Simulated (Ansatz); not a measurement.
**CH₂FGeN: one molecule under many settings**

How do the results and run time of CH₂FGeN respond when the settings are drawn wide?

Program: Ansatz 0.2.0, Gaussian basis. Level of theory: the settings change from run to run. These are calculated values, not measurements.

## Step 1: The molecule

The geometry comes from an earlier relaxation with PBE0-D4 in a triple-zeta def2 set; it is a stationary point.

6 atoms, charge 0, spin multiplicity 1.

Atoms are counted from 1 here; the program's logs count them from 0.

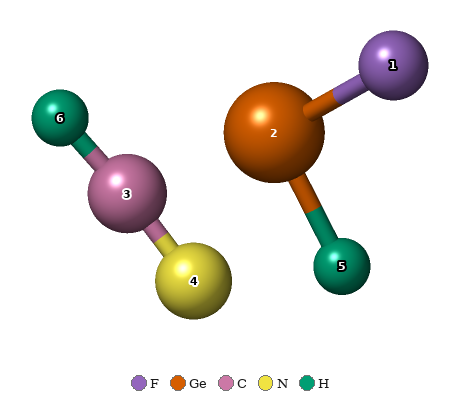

The structure; fluorine purple, germanium orange, carbon pink, nitrogen yellow, hydrogen teal; atoms are numbered from 1 in the order of the file.

## Step 2: RPBE/def2-mTZVPP

This run has D3(BJ) with three-body dispersion, relativity set to none.

File in.yaml:

```yaml
crystal:
  periodic: [false, false, false]
  atoms:
    - {symbol: F, position_ang: [1.709140, -1.152524, 0.258337]}
    - {symbol: Ge, position_ang: [1.167126, 0.333553, -0.523295]}
    - {symbol: C, position_ang: [-1.120741, 0.394218, 0.702803]}
    - {symbol: N, position_ang: [-1.394904, -0.316460, -0.166105]}
    - {symbol: H, position_ang: [0.686802, -0.345450, -1.880922]}
    - {symbol: H, position_ang: [-1.005323, 1.022464, 1.562883]}
basis:
  gaussian: {orbitals: def2-mTZVPP}
hamiltonian: {xc: {name: RPBE}, dispersion: d3bjatm, pseudopotentials: {relativity: none}}
output: {forces: true}
```

Launch:

```bash
> ansatz run in.yaml --threads 2 --pin off --events-out ev --progress --plain --max-ram 4352MiB
```

Standard output:

```text
Functional definition: RPBE
  name "RPBE"
  cite "Hammer, Hansen & Nørskov, Phys. Rev. B 59, 7413 (1999) doi:10.1103/PhysRevB.59.7413"
  cite "Perdew, Burke & Ernzerhof, Phys. Rev. Lett. 77, 3865 (1996) doi:10.1103/PhysRevLett.77.3865"
  parameter kappa = 0.804
  parameter beta = 0.06672455060314922
  exchange = rpbe_x(kappa = kappa, mu = beta*pi^2/3)
  correlation = pbe_c(beta = beta)
949 factors; their error is unknown
mean field evaluation 1: about -61784.2816 eV, gradient 6.8e1 eV
mean field evaluation 2: about -61730.1690 eV, gradient 1.7e2 eV
mean field evaluation 4: about -61792.3350 eV, gradient 1.6e1 eV
mean field evaluation 8: about -61792.9225 eV, gradient 1.6e-1 eV
mean field evaluation 16: about -61792.8989 eV, gradient 1.1e-3 eV
mean field -61792.89885767 eV, -2270.8471482880 hartree, gradient 3.6e-5 eV, S^2 0.000000; 0 other end points of the search recorded, 0 dependent functions left out
the calculation of the forces begins
reference -61792.89888687 eV, -2270.8471493614 hartree; 28, 28 occupied and 85, 85 virtual orbitals, 949 factors
Total energy: -61793.61038324 eV, -2270.8732963706 hartree
Atom 0 at     1.709140    -1.152524     0.258337 Å, force     0.335296    -0.845639     0.453250 eV/Å
Atom 1 at     1.167126     0.333553    -0.523295 Å, force    -0.197014     0.967725    -0.189215 eV/Å
Atom 2 at    -1.120741     0.394218     0.702803 Å, force     0.598517     1.217629     1.370030 eV/Å
Atom 3 at    -1.394904    -0.316460    -0.166105 Å, force    -0.629691    -1.341989    -1.586597 eV/Å
Atom 4 at     0.686802    -0.345450    -1.880922 Å, force    -0.098786    -0.106653    -0.231366 eV/Å
Atom 5 at    -1.005323     1.022464     1.562883 Å, force    -0.008321     0.108927     0.183898 eV/Å
Dipole moment:    -0.200542     0.615298     0.293948 e Å
```

Wall time 1.2 s (2 threads of Arm Neoverse V2, shared host).

Largest force 2.171 eV/Å, dipole 3.41 D.

## Step 3: r2SCANh/def2-SVP

Set apart from the defaults: charge +1, multiplicity 2, a grid of angular degree 11, a point charge of 2.00 e beside it.

Changes to in.yaml since step 2:

```diff
@@ -10,4 +10,6 @@
 basis:
-  gaussian: {orbitals: def2-mTZVPP}
-hamiltonian: {xc: {name: RPBE}, dispersion: d3bjatm, pseudopotentials: {relativity: none}}
+  gaussian: {orbitals: def2-SVP, final_grid: {core_spheres: 5, valence_spheres: 4, degree: 11}, point_charges: [{charge: 2.00, position_ang: [4.455, -0.816, -0.269]}]}
+total_charge: 1
+magnetization: {spin_polarized: true, initial_magnetization: 1}
+hamiltonian: {xc: {name: r2SCANh}}
 output: {forces: true}
```

Launched as before.

Standard output, shortened:

```text
Functional definition: r2SCANh
  name "r2SCANh"
  cite "Bursch, Neugebauer, Ehlert & Grimme, J. Chem. Phys. 156, 134105 (2022) doi:10.1063/5.0086040"
  cite "Furness, Kaplan, Ning, Perdew & Sun, J. Phys. Chem. Lett. 11, 8208 (2020) doi:10.1021/acs.jpclett.0c02405"
  cite "Furness, Kaplan, Ning, Perdew & Sun, J. Phys. Chem. Lett. 11, 9248 (2020) doi:10.1021/acs.jpclett.0c03077"
  parent r2scan
[...]
833 factors; integrals over basis functions are off by at most 1.2e-3 eV
[...]
mean field -61763.42108523 eV, -2269.7638601318 hartree, gradient 6.6e-5 eV, S^2 0.763599; 0 other end points of the search recorded, 0 dependent functions left out
[...]
reference -61763.42109374 eV, -2269.7638604445 hartree; 28, 27 occupied and 56, 57 virtual orbitals, 833 factors
Total energy: -61763.42109374 eV, -2269.7638604445 hartree
Atom 0 at     1.709140    -1.152524     0.258337 Å, force     1.115817     0.864558    -0.128504 eV/Å
Atom 1 at     1.167126     0.333553    -0.523295 Å, force    -2.712841    -0.899228    -0.011559 eV/Å
Atom 2 at    -1.120741     0.394218     0.702803 Å, force     0.310970     0.788683     1.095451 eV/Å
Atom 3 at    -1.394904    -0.316460    -0.166105 Å, force     0.786643    -0.827317    -1.707680 eV/Å
Atom 4 at     0.686802    -0.345450    -1.880922 Å, force     0.014357     0.294823    -0.481108 eV/Å
Atom 5 at    -1.005323     1.022464     1.562883 Å, force    -0.203796     0.550616     0.882847 eV/Å
Dipole moment:    -0.907870     0.978169     0.116370 e Å
```

Run time: 2 s. Hardware: 2 threads of Arm Neoverse V2, shared host.

Largest force 2.858 eV/Å, ⟨S²⟩ 0.764.

## Step 4: revPBE0/aug-pcseg-2

This run has multiplicity 3, restricted open-shell orbitals, a grid of angular degree 47.

File in.yaml:

```yaml
crystal:
  periodic: [false, false, false]
  atoms:
    - {symbol: F, position_ang: [1.709140, -1.152524, 0.258337]}
    - {symbol: Ge, position_ang: [1.167126, 0.333553, -0.523295]}
    - {symbol: C, position_ang: [-1.120741, 0.394218, 0.702803]}
    - {symbol: N, position_ang: [-1.394904, -0.316460, -0.166105]}
    - {symbol: H, position_ang: [0.686802, -0.345450, -1.880922]}
    - {symbol: H, position_ang: [-1.005323, 1.022464, 1.562883]}
basis:
  gaussian: {orbitals: aug-pcseg-2, final_grid: {core_spheres: 20, valence_spheres: 16, degree: 47}}
magnetization: {spin_polarized: false, initial_magnetization: 2}
hamiltonian: {xc: {name: revPBE0}}
```

Launched as before.

Standard output, shortened:

```text
Functional definition: revPBE0
  name "revPBE0"
  cite "Zhang & Yang, Phys. Rev. Lett. 80, 890 (1998) doi:10.1103/PhysRevLett.80.890"
  cite "Adamo & Barone, J. Chem. Phys. 110, 6158 (1999) doi:10.1063/1.478522"
  cite "Perdew, Burke & Ernzerhof, Phys. Rev. Lett. 77, 3865 (1996) doi:10.1103/PhysRevLett.77.3865"
[...]
1182 factors; their error is unknown
[...]
mean field -61787.47936777 eV, -2270.6479857080 hartree, gradient 5.2e-5 eV, S^2 2.000000; 0 other end points of the search recorded, 0 dependent functions left out
reference -61787.47943706 eV, -2270.6479882543 hartree; 29, 27 occupied and 214, 216 virtual orbitals, 1182 factors
Total energy: -61787.47943706 eV, -2270.6479882543 hartree
```

It took 23 s on 2 threads of Arm Neoverse V2, shared host; peak memory 1.1 GiB.

## Step 5: B2PLYP/6-31G

Options: density fitting with cc-pVTZ-jkfit.

Changes to in.yaml since step 4:

```diff
@@ -10,4 +10,4 @@
 basis:
-  gaussian: {orbitals: aug-pcseg-2, final_grid: {core_spheres: 20, valence_spheres: 16, degree: 47}}
-magnetization: {spin_polarized: false, initial_magnetization: 2}
-hamiltonian: {xc: {name: revPBE0}}
+  gaussian: {orbitals: 6-31G, fitting: {mean_field: cc-pVTZ-jkfit}}
+hamiltonian: {xc: {name: B2PLYP}}
+output: {forces: true}
```

The command is unchanged.

Standard output, shortened:

```text
Functional definition: B2PLYP
  name "B2PLYP"
  cite "Grimme, J. Chem. Phys. 124, 034108 (2006) doi:10.1063/1.2148954"
  cite "Becke, Phys. Rev. A 38, 3098 (1988) doi:10.1103/PhysRevA.38.3098"
  cite "Lee, Yang & Parr, Phys. Rev. B 37, 785 (1988) doi:10.1103/PhysRevB.37.785"
[...]
504 factors; integrals over basis functions are off by at most 2.7e-2 eV
[...]
mean field -61761.68536131 eV, -2269.7000734543 hartree, gradient 4.4e-6 eV, S^2 0.000000; 0 other end points of the search recorded, 0 dependent functions left out
12 core orbitals not correlated: weight in the atoms' cores, before any rotation towards them, 1.000 or more for the frozen orbitals, at most 0.000 for the correlated occupied ones
reference -61761.68549742 eV, -2269.7000784562 hartree; 16, 16 occupied and 32, 32 virtual orbitals, 504 factors
second order -18.48477719 eV of doubles, -0.00000000 eV of singles
[...]
Total energy: -61766.67638726 eV, -2269.8834902749 hartree
Atom 0 at     1.709140    -1.152524     0.258337 Å, force     0.312619    -0.688959     0.441783 eV/Å
Atom 1 at     1.167126     0.333553    -0.523295 Å, force     0.184892     0.727260    -0.374370 eV/Å
Atom 2 at    -1.120741     0.394218     0.702803 Å, force     0.709708     2.331915     2.948529 eV/Å
Atom 3 at    -1.394904    -0.316460    -0.166105 Å, force    -1.084758    -2.246859    -2.659287 eV/Å
Atom 4 at     0.686802    -0.345450    -1.880922 Å, force    -0.057342    -0.022640    -0.243798 eV/Å
Atom 5 at    -1.005323     1.022464     1.562883 Å, force    -0.065118    -0.100717    -0.112857 eV/Å
Dipole moment:    -0.270131     0.697454     0.291805 e Å
```

It took 1.9 s on 2 threads of Arm Neoverse V2, shared host.

Largest force 3.826 eV/Å, dipole 3.86 D.

## Step 6: B3LYP/def2-TZVP

Set apart from the defaults: finite nuclei, D4 dispersion.

Changes to in.yaml since step 5:

```diff
@@ -10,4 +10,3 @@
 basis:
-  gaussian: {orbitals: 6-31G, fitting: {mean_field: cc-pVTZ-jkfit}}
-hamiltonian: {xc: {name: B2PLYP}}
-output: {forces: true}
+  gaussian: {orbitals: def2-TZVP, nuclear_model: gaussian}
+hamiltonian: {xc: {name: B3LYP}, dispersion: d4}
```

The command is unchanged.

Standard output, shortened:

```text
Functional definition: B3LYP
  name "B3LYP"
  cite "Stephens, Devlin, Chabalowski & Frisch, J. Phys. Chem. 98, 11623 (1994) doi:10.1021/j100096a001"
  cite "Becke, Phys. Rev. A 38, 3098 (1988) doi:10.1103/PhysRevA.38.3098"
  cite "Lee, Yang & Parr, Phys. Rev. B 37, 785 (1988) doi:10.1103/PhysRevB.37.785"
  cite "Vosko, Wilk & Nusair, Can. J. Phys. 58, 1200 (1980) doi:10.1139/p80-159"
[...]
968 factors; their error is unknown
[...]
mean field -61797.12728726 eV, -2271.0025402094 hartree, gradient 1.9e-5 eV, S^2 0.000000; 0 other end points of the search recorded, 0 dependent functions left out
reference -61797.12750176 eV, -2271.0025480922 hartree; 28, 28 occupied and 125, 125 virtual orbitals, 968 factors
Total energy: -61797.31753732 eV, -2271.0095317703 hartree
```

It took 1.9 s on 2 threads of Arm Neoverse V2, shared host.

## Step 7: wPBEh/def2-TZVPD

Options: multiplicity 3.

Changes to in.yaml since step 6:

```diff
@@ -10,3 +10,5 @@
 basis:
-  gaussian: {orbitals: def2-TZVP, nuclear_model: gaussian}
-hamiltonian: {xc: {name: B3LYP}, dispersion: d4}
+  gaussian: {orbitals: def2-TZVPD}
+magnetization: {spin_polarized: true, initial_magnetization: 2}
+hamiltonian: {xc: {name: wPBEh}}
+output: {forces: true}
```

Same command.

Standard output, shortened:

```text
Functional definition: wPBEh
  name "wPBEh"
  cite "Heyd, Scuseria & Ernzerhof, J. Chem. Phys. 118, 8207 (2003) doi:10.1063/1.1564060"
  cite "Krukau, Vydrov, Izmaylov & Scuseria, J. Chem. Phys. 125, 224106 (2006) doi:10.1063/1.2404663"
  cite "Heyd & Scuseria, J. Chem. Phys. 120, 7274 (2004) doi:10.1063/1.1668634"
  cite "Ernzerhof & Perdew, J. Chem. Phys. 109, 3313 (1998) doi:10.1063/1.476928"
  cite "Perdew, Burke & Ernzerhof, Phys. Rev. Lett. 77, 3865 (1996) doi:10.1103/PhysRevLett.77.3865"
  parent pbe
[...]
1078 factors; their error is unknown
102 factors; integrals over basis functions are off by at most 2.9e-6 eV
[...]
mean field -61780.72833753 eV, -2270.3998899224 hartree, gradient 2.7e-5 eV, S^2 2.015066; 0 other end points of the search recorded, 0 dependent functions left out
[...]
reference -61780.72838935 eV, -2270.3998918270 hartree; 29, 27 occupied and 157, 159 virtual orbitals, 1078 factors
Total energy: -61780.72838935 eV, -2270.3998918270 hartree
Atom 0 at     1.709140    -1.152524     0.258337 Å, force    -0.055136     0.345819     0.361907 eV/Å
Atom 1 at     1.167126     0.333553    -0.523295 Å, force     1.391366    -0.552469    -0.688623 eV/Å
Atom 2 at    -1.120741     0.394218     0.702803 Å, force     0.468651     0.055958    -0.186169 eV/Å
Atom 3 at    -1.394904    -0.316460    -0.166105 Å, force    -1.537589    -0.516776     0.208136 eV/Å
Atom 4 at     0.686802    -0.345450    -1.880922 Å, force    -0.091393     0.660311     0.184763 eV/Å
Atom 5 at    -1.005323     1.022464     1.562883 Å, force    -0.175898     0.007156     0.119987 eV/Å
Dipole moment:    -0.237301     0.660841     0.287294 e Å
```

Run time: 8 s. Hardware: 2 threads of Arm Neoverse V2, shared host; peak memory 0.57 GiB.

Largest force 1.648 eV/Å, dipole 3.64 D, ⟨S²⟩ 2.015.

## Step 8: PBE/def2-mTZVPP

This run has D3(BJ) dispersion.

Changes to in.yaml since step 7:

```diff
@@ -10,5 +10,3 @@
 basis:
-  gaussian: {orbitals: def2-TZVPD}
-magnetization: {spin_polarized: true, initial_magnetization: 2}
-hamiltonian: {xc: {name: wPBEh}}
-output: {forces: true}
+  gaussian: {orbitals: def2-mTZVPP}
+hamiltonian: {xc: {name: PBE}, dispersion: d3bj}
```

The command is unchanged.

Standard output:

```text
Functional definition: PBE
  name "PBE"
  cite "Perdew, Burke & Ernzerhof, Phys. Rev. Lett. 77, 3865 (1996) doi:10.1103/PhysRevLett.77.3865"
  parent pbe
  parameter kappa = 0.804
  parameter beta = 0.06672455060314922
  exchange = pbe_x(kappa = kappa, mu = beta*pi^2/3)
  correlation = pbe_c(beta = beta)
949 factors; their error is unknown
mean field evaluation 1: about -61772.6975 eV, gradient 7.0e1 eV
mean field evaluation 2: about -61715.9369 eV, gradient 1.7e2 eV
mean field evaluation 4: about -61780.8417 eV, gradient 1.9e1 eV
mean field evaluation 8: about -61781.5949 eV, gradient 1.5e-1 eV
mean field evaluation 16: about -61781.5711 eV, gradient 8.3e-5 eV
mean field -61781.57114435 eV, -2270.4308625017 hartree, gradient 8.4e-5 eV, S^2 0.000000; 0 other end points of the search recorded, 0 dependent functions left out
reference -61781.57117356 eV, -2270.4308635753 hartree; 28, 28 occupied and 85, 85 virtual orbitals, 949 factors
Total energy: -61781.68389403 eV, -2270.4350059762 hartree
```

Wall time 0.9 s (2 threads of Arm Neoverse V2, shared host).

## Step 9: SPW92/cc-pVTZ

This run has charge +1, multiplicity 2, coordinates scaled by 1.12, a grid of angular degree 23.

File in.yaml:

```yaml
crystal:
  periodic: [false, false, false]
  atoms:
    - {symbol: F, position_ang: [1.914237, -1.290826, 0.289338]}
    - {symbol: Ge, position_ang: [1.307181, 0.373579, -0.586091]}
    - {symbol: C, position_ang: [-1.255229, 0.441524, 0.787140]}
    - {symbol: N, position_ang: [-1.562292, -0.354435, -0.186038]}
    - {symbol: H, position_ang: [0.769218, -0.386903, -2.106633]}
    - {symbol: H, position_ang: [-1.125962, 1.145160, 1.750429]}
basis:
  gaussian: {orbitals: cc-pVTZ, final_grid: {core_spheres: 8, valence_spheres: 7, degree: 23}}
total_charge: 1
magnetization: {spin_polarized: true, initial_magnetization: 1}
hamiltonian: {xc: {name: SPW92}}
output: {forces: true}
```

The command is unchanged.

Standard output, shortened:

```text
Functional definition: SPW92
  name "SPW92"
  cite "Dirac, Proc. Camb. Phil. Soc. 26, 376 (1930) doi:10.1017/S0305004100016108"
  cite "Slater, Phys. Rev. 81, 385 (1951) doi:10.1103/PhysRev.81.385"
  cite "Perdew & Wang, Phys. Rev. B 45, 13244 (1992) doi:10.1103/PhysRevB.45.13244"
[...]
962 factors; their error is unknown
[...]
mean field -61660.29452919 eV, -2265.9740290988 hartree, gradient 6.0e-5 eV, S^2 0.754311; 3 other end points of the search recorded, 0 dependent functions left out
[...]
reference -61660.29456093 eV, -2265.9740302654 hartree; 28, 27 occupied and 133, 134 virtual orbitals, 962 factors
Total energy: -61660.29456093 eV, -2265.9740302654 hartree
Atom 0 at     1.914237    -1.290826     0.289338 Å, force    -1.263351     3.629390    -1.785024 eV/Å
Atom 1 at     1.307181     0.373579    -0.586091 Å, force     0.080972    -4.345761     1.145208 eV/Å
Atom 2 at    -1.255229     0.441524     0.787140 Å, force    -1.800048    -4.340251    -5.101088 eV/Å
Atom 3 at    -1.562292    -0.354435    -0.186038 Å, force     3.061626     6.175959     7.130346 eV/Å
Atom 4 at     0.769218    -0.386903    -2.106633 Å, force     0.313153     0.466518     0.710335 eV/Å
Atom 5 at    -1.125962     1.145160     1.750429 Å, force    -0.392351    -1.585855    -2.099778 eV/Å
Dipole moment:    -0.144345     0.919115    -0.012229 e Å
```

It took 2 s on 2 threads of Arm Neoverse V2, shared host.

Largest force 9.918 eV/Å, ⟨S²⟩ 0.754.

## Step 10: B2GP-PLYP/def2-TZVP

File in.yaml:

```yaml
crystal:
  periodic: [false, false, false]
  atoms:
    - {symbol: F, position_ang: [1.709140, -1.152524, 0.258337]}
    - {symbol: Ge, position_ang: [1.167126, 0.333553, -0.523295]}
    - {symbol: C, position_ang: [-1.120741, 0.394218, 0.702803]}
    - {symbol: N, position_ang: [-1.394904, -0.316460, -0.166105]}
    - {symbol: H, position_ang: [0.686802, -0.345450, -1.880922]}
    - {symbol: H, position_ang: [-1.005323, 1.022464, 1.562883]}
basis:
  gaussian: {orbitals: def2-TZVP}
hamiltonian: {xc: {name: B2GP-PLYP}}
```

The command is unchanged.

Standard output, shortened:

```text
Functional definition: B2GP-PLYP
  name "B2GP-PLYP"
  cite "Karton, Tarnopolsky, Lamère, Schatz & Martin, J. Phys. Chem. A 112, 12868 (2008) doi:10.1021/jp801805p"
  cite "Becke, Phys. Rev. A 38, 3098 (1988) doi:10.1103/PhysRevA.38.3098"
  cite "Lee, Yang & Parr, Phys. Rev. B 37, 785 (1988) doi:10.1103/PhysRevB.37.785"
[...]
1026 factors; integrals over basis functions are off by at most 7.3e-4 eV
[...]
mean field -61768.42807660 eV, -2269.9478636707 hartree, gradient 1.1e-6 eV, S^2 0.000000; 0 other end points of the search recorded, 0 dependent functions left out
12 core orbitals not correlated: weight in the atoms' cores, before any rotation towards them, 1.000 or more for the frozen orbitals, at most 0.000 for the correlated occupied ones
reference -61768.42817940 eV, -2269.9478674485 hartree; 16, 16 occupied and 125, 125 virtual orbitals, 1026 factors
second order -26.18028394 eV of doubles, -0.00000000 eV of singles
Total energy: -61777.85308162 eV, -2270.2942262166 hartree
```

Wall time 3.5 s (2 threads of Arm Neoverse V2, shared host).

## Step 11: All runs side by side

```tsv
level	charge	multiplicity	geometry	functions	energy (eV)	time
RPBE/def2-mTZVPP	0	1	relaxed	113	-61793.610	1.2 s
r2SCANh/def2-SVP	1	2	relaxed, point charge	84	-61763.421	2 s
revPBE0/aug-pcseg-2	0	3	relaxed	243	-61787.479	23 s
B2PLYP/6-31G	0	1	relaxed	60	-61766.676	1.9 s
B3LYP/def2-TZVP	0	1	relaxed	153	-61797.318	1.9 s
wPBEh/def2-TZVPD	0	3	relaxed	186	-61780.728	8 s
PBE/def2-mTZVPP	0	1	relaxed	113	-61781.684	0.9 s
SPW92/cc-pVTZ	1	2	scaled	161	-61660.295	2 s
B2GP-PLYP/def2-TZVP	0	1	relaxed	153	-61777.853	3.5 s
```

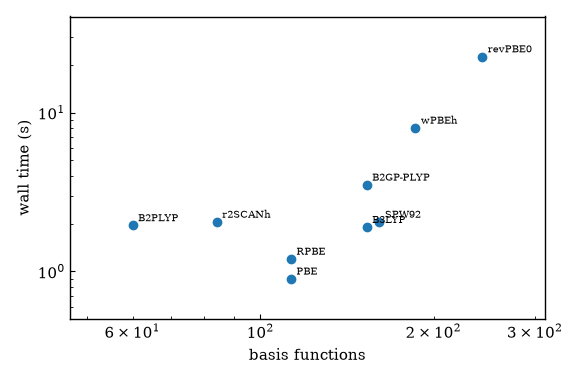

Wall time against the number of basis functions (shared host).

## Step 12: Summary of results

```
                                         quantity                      value
                                             runs                          9
                                         quickest     PBE/def2-mTZVPP, 0.9 s
                                          slowest  revPBE0/aug-pcseg-2, 23 s
spread of total energies, same state and geometry                    30.6 eV
                  dipole, same state and geometry             3.41 to 3.86 D
```

**Reading.** revPBE0/aug-pcseg-2 took 25 times as long as PBE/def2-mTZVPP. The jobs differ in tasks and options as well as level. The totals spread over 31 eV; they can't be compared across methods or bases. At the PBE0-D4/def2-TZVP geometry and in the same state, runs without warnings or point charges leave forces up to 3.83 eV/Å (B2PLYP/6-31G).
